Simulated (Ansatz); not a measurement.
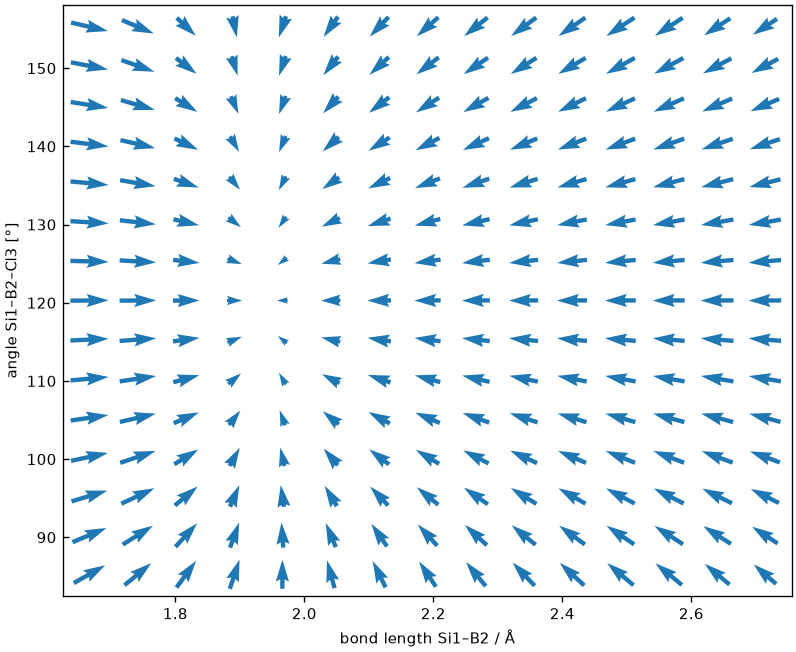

BClH3Si, SMILES [SiH2]BCl, spin multiplicity 2. Coordinates scanned: (1) bond length Si1–B2; (2) angle Si1–B2–Cl3. Nothing is relaxed (all other coordinates rigid). The scan uses a 15 × 15 grid. Method: Ansatz, UHF-MP2, frozen core/def2-TZVP.

In the figure: arrows along the force (downhill), their lengths compressed.

The arrows alone are given. Where is the energy lowest?

Answer. The arrows converge at about bond length Si1–B2 = 1.939 Å, angle Si1–B2–Cl3 = 120° (read from the interpolated surface).

The energy map of the same scan:

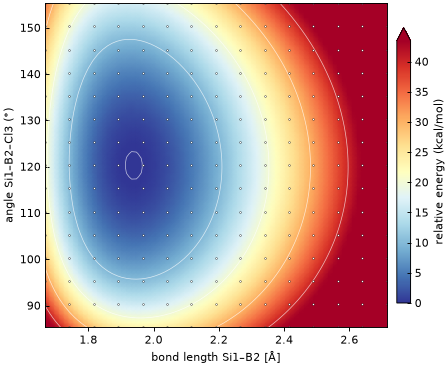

Energies are in kcal/mol, from the lowest grid point; between grid points the surface is interpolated.
